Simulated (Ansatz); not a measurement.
# C2H7NSi (SMILES C=C[SiH2]N): B3LYP/6-31G(d) (Cartesian functions)

What is the energy change on altering one bond length of C2H7NSi at B3LYP/6-31G* (Cartesian functions)? 

Program for the calculation: Ansatz 0.2.0.

62 further runs of the same task are left out: 62 set aside as unsound or not needed.

## (1) The system as given

C2H7NSi has 11 atoms, charge 0, and is taken as a singlet. SMILES: `C=C[SiH2]N`. Geometry: relaxed at PBE0-D4/def2-TZVP. This is one conformer, not always the lowest.

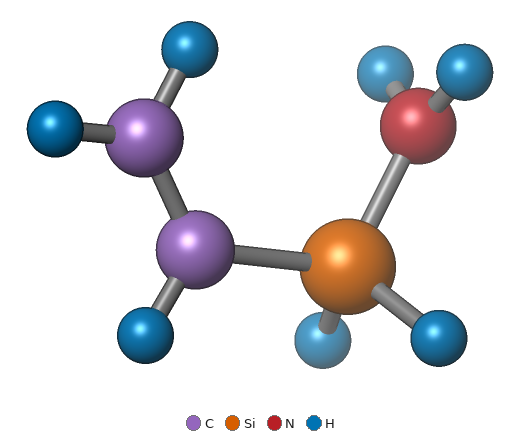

Viewed from a chosen angle; carbon purple, silicon orange, nitrogen red, hydrogen blue.

## (2) A single-point energy at B3LYP/6-31G(d) (Cartesian functions)

in.yaml reads:

```yaml
crystal:
  periodic: [false, false, false]
  atoms:
    - {symbol: C, position_ang: [-0.676100, 1.337000, -0.945000]}
    - {symbol: C, position_ang: [0.089300, 1.208600, 0.135100]}
    - {symbol: Si, position_ang: [0.596500, -0.444500, 0.832600]}
    - {symbol: "N", position_ang: [0.002900, -1.803700, -0.028600]}
    - {symbol: H, position_ang: [-0.967100, 2.304600, -1.344700]}
    - {symbol: H, position_ang: [-1.046800, 0.465600, -1.479100]}
    - {symbol: H, position_ang: [0.433000, 2.116700, 0.631600]}
    - {symbol: H, position_ang: [0.099500, -0.536600, 2.232600]}
    - {symbol: H, position_ang: [2.083200, -0.516700, 0.836000]}
    - {symbol: H, position_ang: [0.404900, -2.086000, -0.906300]}
    - {symbol: H, position_ang: [-0.953800, -2.102100, 0.056300]}
basis:
  gaussian: {orbitals: "6-31G*"}
hamiltonian: {xc: {name: B3LYP}}
accuracy: high
output: {orbitals: {seedname: orbitals}}
```

Run with:

```bash
$ ansatz run in.yaml --threads 1 --pin off --max-ram 3480MiB --events-out events.jsonl --progress --plain --runs-dir runs
```

Standard output:

```text
Warning: RAYON_NUM_THREADS=1 ignored (pool sized by the plan → 1); use --threads N
Functional definition: B3LYP
  name "B3LYP"
  parameter a0 = 0.2
  parameter ax = 0.72
  parameter ac = 0.81
  exchange = (1 - a0 - ax)*slater_x + ax*b88_x + a0*exact_x
  correlation = (1 - ac)*vwn_rpa_c + ac*lyp_c
1835 factors; integrals over basis functions are off by at most 3.8e-9 eV
mean field evaluation 1: about -11546.5266 eV, gradient 6.5e1 eV
mean field evaluation 2: about -11538.8368 eV, gradient 8.5e1 eV
mean field evaluation 4: about -11555.5057 eV, gradient 4.0e0 eV
mean field evaluation 8: about -11555.7129 eV, gradient 1.2e-1 eV
mean field evaluation 16: about -11555.7130 eV, gradient 2.7e-6 eV
mean field -11555.71299147 eV, -424.6646196928 hartree, gradient 8.2e-8 eV, S^2 0.000000; 0 other end points of the search recorded, 0 dependent functions left out
reference -11555.71303244 eV, -424.6646211987 hartree; 20, 20 occupied and 58, 58 virtual orbitals, 1835 factors
Total energy: -11555.71303244 eV, -424.6646211987 hartree
```

Run time: 6.9 s. Hardware: 1 thread of Arm Neoverse V2, shared host; peak memory 0.25 GiB.

## (3) The distorted shape, same level

input.yaml reads:

```yaml
crystal:
  periodic: [false, false, false]
  atoms:
    - {symbol: C, position_ang: [-0.389062, 1.426529, -0.970473]}
    - {symbol: C, position_ang: [0.376338, 1.298129, 0.109627]}
    - {symbol: Si, position_ang: [0.883538, -0.354971, 0.807127]}
    - {symbol: "N", position_ang: [0.289938, -1.714171, -0.054073]}
    - {symbol: H, position_ang: [-0.680062, 2.394129, -1.370173]}
    - {symbol: H, position_ang: [-0.759762, 0.555129, -1.504573]}
    - {symbol: H, position_ang: [0.720038, 2.206229, 0.606127]}
    - {symbol: H, position_ang: [0.386538, -0.447071, 2.207127]}
    - {symbol: H, position_ang: [2.370238, -0.427171, 0.810527]}
    - {symbol: H, position_ang: [0.691938, -1.996471, -0.931773]}
    - {symbol: H, position_ang: [-0.953800, -2.102100, 0.056300]}
basis:
  gaussian:
    orbitals: "6-31G*"
hamiltonian:
  xc: {name: B3LYP}
accuracy: high
output:
  orbitals: {seedname: orbitals}
```

Run with:

```bash
$ ansatz run input.yaml --threads 1 --pin off --max-ram 3480MiB --events-out events.jsonl --progress --plain --runs-dir runs
```

Standard output:

```text
Warning: RAYON_NUM_THREADS=1 ignored (pool sized by the plan → 1); use --threads N
Functional definition: B3LYP
  name "B3LYP"
  parameter a0 = 0.2
  parameter ax = 0.72
  parameter ac = 0.81
  exchange = (1 - a0 - ax)*slater_x + ax*b88_x + a0*exact_x
  correlation = (1 - ac)*vwn_rpa_c + ac*lyp_c
1837 factors; integrals over basis functions are off by at most 3.6e-9 eV
mean field evaluation 1: about -11545.1197 eV, gradient 6.5e1 eV
mean field evaluation 2: about -11534.2776 eV, gradient 9.1e1 eV
mean field evaluation 4: about -11554.3790 eV, gradient 4.4e0 eV
mean field evaluation 8: about -11554.5865 eV, gradient 6.5e-1 eV
mean field evaluation 16: about -11554.5876 eV, gradient 1.4e-5 eV
mean field -11554.58761298 eV, -424.6232627963 hartree, gradient 5.0e-8 eV, S^2 0.000000; 0 other end points of the search recorded, 0 dependent functions left out
reference -11554.58765363 eV, -424.6232642902 hartree; 20, 20 occupied and 58, 58 virtual orbitals, 1837 factors
Total energy: -11554.58765363 eV, -424.6232642902 hartree
```

It took 6.9 s on 1 thread of Arm Neoverse V2, shared host; peak memory 0.25 GiB.

## (4) Summary of results

At B3LYP/6-31G* (Cartesian functions):

| quantity | value |
| --- | --- |
| first shape: total energy | -424.66462 Eh |
| first shape: HOMO energy | -6.75 eV |
| first shape: LUMO energy | 0.13 eV |
| first shape: HOMO–LUMO gap | 6.88 eV |
| distorted shape: total energy | -424.62326 Eh |
| distorted shape: HOMO energy | -6.66 eV |
| distorted shape: LUMO energy | -0.07 eV |
| distorted shape: HOMO–LUMO gap | 6.60 eV |
| energy change with the N4–H11 bond stretched from 1.006 to 1.307 Å | 1.125 eV |

With the N4–H11 bond stretched from 1.006 to 1.307 Å the energy rises by 1.13 eV (26 kcal/mol). The first shape isn't relaxed at this level, so the change isn't measured from a minimum.
